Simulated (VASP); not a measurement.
Shape and ions are relaxed at each volume.

Energy against volume of HfB2 (AlB2 type). All values below come from vdW-DF-cx, VASP's PBE PAW potentials (set 64) (plane waves; VASP).

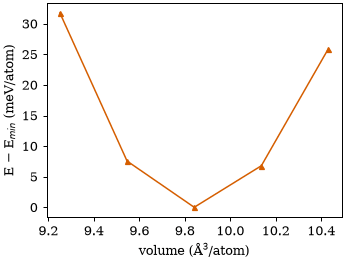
Figure: Energy against volume

Task: Estimate the equilibrium volume and the bulk modulus.

Result: The minimum lies near 9.8 Å³/atom, and the curvature gives B0 of about 260 GPa.

The compound is HfB2 in the AlB2 type structure. It was relaxed first.
